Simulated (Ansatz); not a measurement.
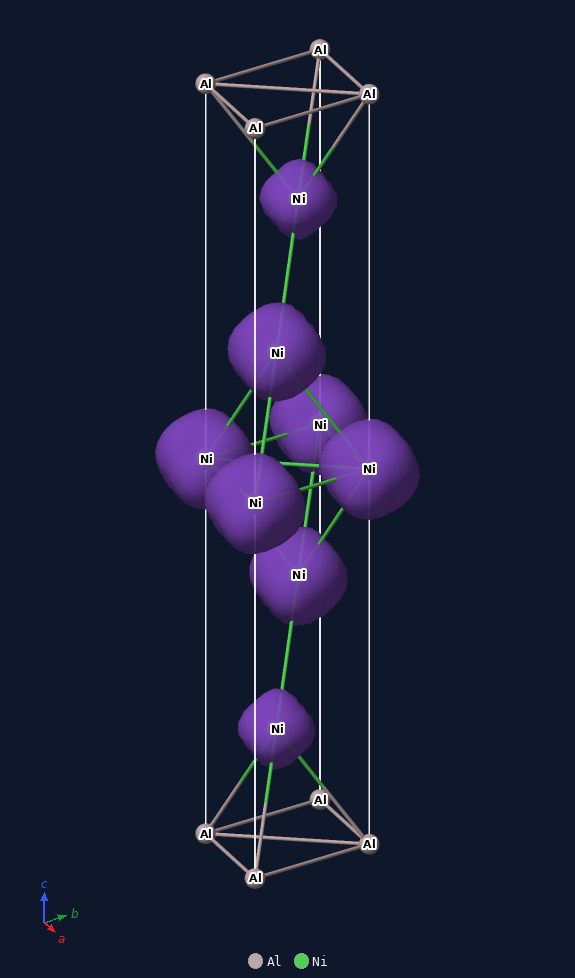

Figure. AlNi5. Isosurface of the magnetisation density (up minus down) at −0.06 e/Å³ (purple), seen at an oblique angle. Sticks mark near contacts.

Space group P-3m1; a structure generated by program, which may or may not match a known phase; spin-polarised.

The calculation used DFT PBE, scalar-relativistic, plane waves, PAW (Ansatz 0.2.0).

Core electrons are frozen (PAW), and the valence fields are smoothed inside the atomic spheres.

Describe the spin distribution.

The spin density sits on Ni: −0.6 μB (×3) in one cell of 6 atoms, with smaller moments on other sites: Ni (up to −0.18 μB): parallel main moments (a ferromagnetic arrangement) in this solution. The cell of the calculation (6 atoms) carries 2.1 μB of net spin moment.
